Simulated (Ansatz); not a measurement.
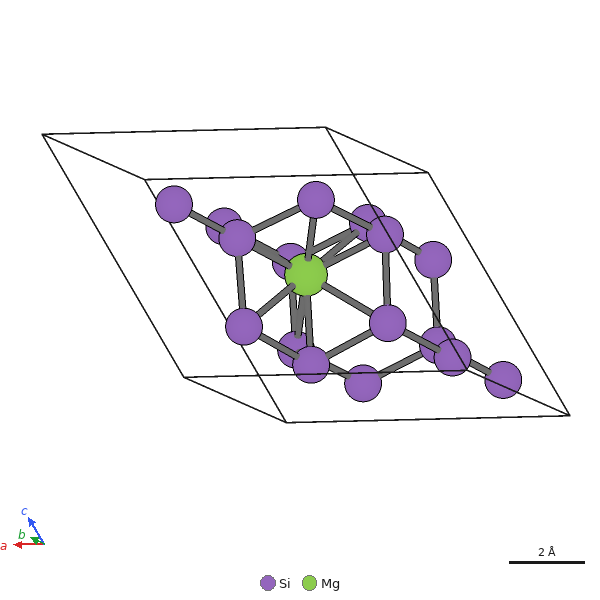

The crystal in a ball-and-stick representation, seen from a general direction. Atoms at the boundary of the supercell (the box) are drawn once for each face, edge or corner they touch. The host is Si, in a cell of 16 sites, and the cell is neutral.

How does this supercell depart from the perfect host?

An interstitial magnesium atom. It is bonded to ten Si at about 2.5 to 2.8 Å.

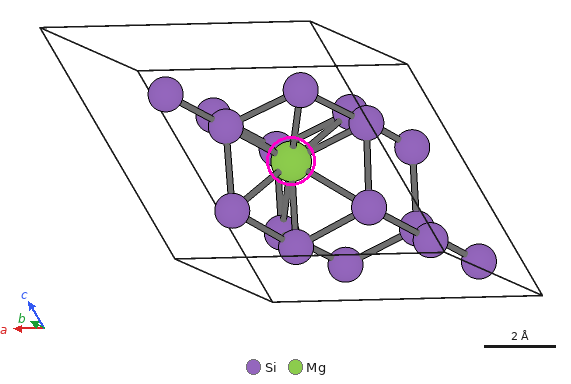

The same cell with a ring at the defect's site.

The atoms were relaxed in the host's cell with DFT PBE, scalar-relativistic, plane waves, PAW in Ansatz 0.2.0.
